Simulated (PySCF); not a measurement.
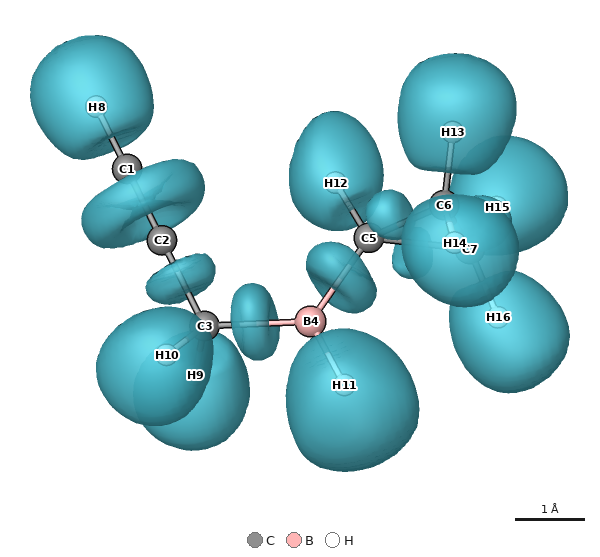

Figure 1: C₆H₉B (SMILES C#CCBC1CC1). Isosurface of the ELF at 0.8 (cyan), seen at an oblique angle. Core shells and regions of very low density are left out.

Geometry: GFN2-xTB.

All numbers below come from CAM-B3LYP/def2-SVPD, SCF density, gas phase (PySCF 2.14.0).

Input file:

```
{"job": {"kind": "uv", "xc": "CAM-B3LYP", "basis": "def2-SVPD", "nstates": 8, "ntriplets": 3}, "charge": 0, "multiplicity": 1}
C      2.791947     1.262049     0.756834
C      2.323798     0.374827     0.103743
C      1.745338    -0.679780    -0.700777
B      0.162475    -0.733345    -0.739523
C     -0.696175     0.054623     0.265174
C     -1.996704     0.702806    -0.192884
C     -2.055064    -0.474585     0.699871
H      3.208545     2.034953     1.330499
H      2.100617    -1.641898    -0.310773
H      2.154942    -0.604574    -1.713384
H     -0.347993    -1.415339    -1.547113
H     -0.179981     0.621942     1.033251
H     -2.225805     1.677656     0.210290
H     -2.282110     0.580361    -1.226477
H     -2.331276    -0.333739     1.734027
H     -2.380151    -1.417011     0.285832
```

Run with:

```sh
OMP_NUM_THREADS=1 python probes_run.py task.json out
```

Question: What do the ELF domains correspond to?

Answer: The surface consists of two regions between bonded B–C atoms (shared pairs), five regions between bonded C–C atoms (shared pairs) and nine regions around hydrogen nuclei.

Values along the shortest contacts:
C–C (1.20 Å): the ELF peaks at about 0.80 between the atoms; a short, multiple covalent bond. C–B (1.54 Å): the ELF peaks at about 1 between the atoms (a shared electron pair).
